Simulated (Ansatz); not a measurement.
The calculation's input:

```
crystal:
  periodic: [false, false, false]
  atoms:
    - {symbol: C, position_ang: [-2.608886, 1.476570, -0.910187]}
    - {symbol: Al, position_ang: [0.414921, -0.133451, 0.236423]}
    - {symbol: F, position_ang: [1.573178, -0.424969, 1.412738]}
    - {symbol: F, position_ang: [0.640670, -0.929520, -1.222585]}
    - {symbol: Si, position_ang: [-1.481372, 1.350303, 0.609324]}
    - {symbol: H, position_ang: [-3.459315, 2.157131, -0.704148]}
    - {symbol: H, position_ang: [-3.015654, 0.482632, -1.182856]}
    - {symbol: H, position_ang: [-2.051172, 1.869596, -1.783229]}
    - {symbol: H, position_ang: [-2.250213, 0.838158, 1.802728]}
    - {symbol: H, position_ang: [-0.946709, 2.708913, 0.991223]}
basis:
  gaussian:
    orbitals: def2-TZVPD
hamiltonian:
  xc: {name: PBE0}
output: {forces: true, orbitals: {seedname: orbitals}}
```

Run with:

```sh
ansatz run input.yaml --threads 2 --pin off --max-ram 4350MiB --events-out events.jsonl --progress --plain --runs-dir runs
```

Geometry: PBE-D3(BJ)/def2-SVP.

Level of theory: isolated molecule in a Gaussian basis; Kohn-Sham density functional theory, functional PBE0 in Ansatz 0.2.0.

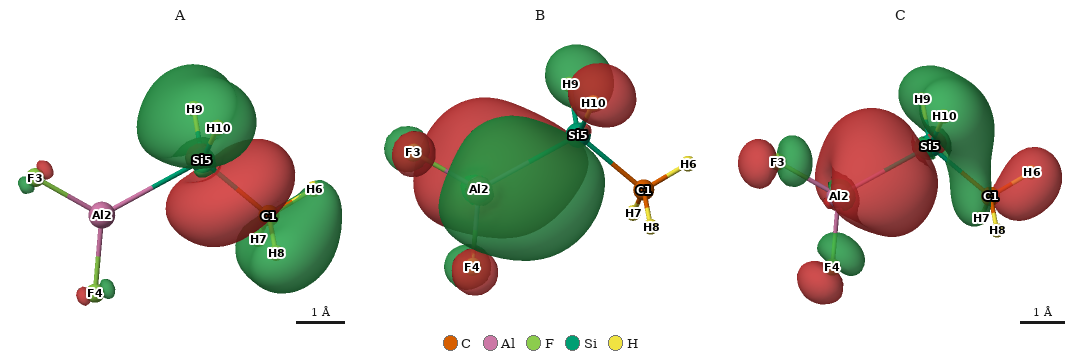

CH5AlF2Si (SMILES C[SiH2][Al]([F])[F]). Three frontier orbitals at ±0.08 Å⁻³ᐟ² (green and red are the two phases), in no order.

### Order the three orbitals by energy and name them.

A is the HOMO−1 (−9.63 eV). By Hirshfeld shares it lies mainly on C1 (about 40 %), Si5 (about 30 %), H10 (about 10 %) and H9 (about 10 %). C is the HOMO (−8.38 eV). It lies mainly on Si5 (about 40 %), Al2 (about 30 %) and C1 (about 5 %). B is the LUMO (−1.43 eV). By Hirshfeld shares it lies mainly on Al2 (about 60 %) and Si5 (about 25 %).

### What is the HOMO–LUMO gap?

6.95 eV between the orbital energies.
